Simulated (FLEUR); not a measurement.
Band structure of CeFe2 (Fd-3m, 6 atoms in the cell).

```
CeFe2
1.0
    0.00000     3.67524     3.67524
    3.67524     0.00000     3.67524
    3.67524     3.67524     0.00000
Ce Fe
2 4
Direct
  0.25000   0.25000   0.25000
  0.00000   0.00000   0.00000
  0.62500   0.62500   0.12500
  0.62500   0.12500   0.62500
  0.62500   0.62500   0.62500
  0.12500   0.62500   0.62500
```
Moments meant for the start (each program seeds them in its own way; μB, in the order of the atoms Ce Ce Fe Fe Fe Fe): 1.0 1.0 4.0 4.0 4.0 4.0.

Computed with PBEsol, all-electron FLAPW (FLEUR), scalar-relativistic valence in FLEUR.

Settings: Kmax = 3.8 1/bohr; GmaxXC = 15.2 1/bohr; xcFunctional = PBEs; jspins = 2; l_soc = F; mode = hist; fermiSmearingEnergy = 0.00367493 Htr; mesh (inpgen div1-3) = 4 4 4; inpgen gamma flag = true; Gmax = 15.2 1/bohr; numbands = 0; maxIterBroyd = 15; imix = Anderson; alpha = 0.05.

The starting cell comes from a database of computed structures (which also holds hypothetical and non-ambient phases and stackings), without a prior relaxation at this level. Spin-orbit coupling is off. The f electrons are in the valence without U or exact exchange, which can misplace them near the Fermi level. Spin-orbit terms, which matter for f shells, are left out. Values depend on the basis (sphere radii, cutoffs, local orbitals), which need not be converged.

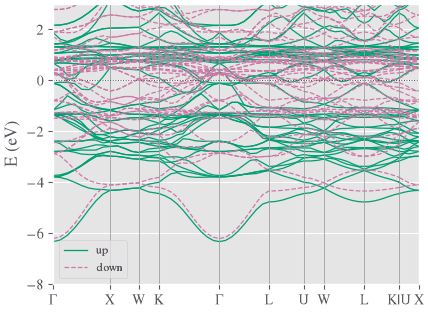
Figure. Bands along the path, energies from the Fermi level.

Levels in eV from the Fermi level, bands 43 to 50 of the first spin channel:
```
point     43     44     45     46     47    48    49    50
-----  -----  -----  -----  -----  -----  ----  ----  ----
Γ      -1.16  -1.16  -0.11  -0.11  -0.11  0.34  0.68  0.68
X      -1.18  -1.18  -1.15  -1.15   0.50  0.50  0.64  0.64
W      -1.33  -1.33  -0.94  -0.94   0.42  0.42  0.77  0.77
K      -1.36  -1.36  -1.12  -0.85   0.10  0.63  0.69  0.75
L      -1.32  -1.07  -1.07  -0.11   0.16  0.16  0.31  0.81
U      -1.36  -1.36  -1.12  -0.85   0.10  0.63  0.69  0.75
```
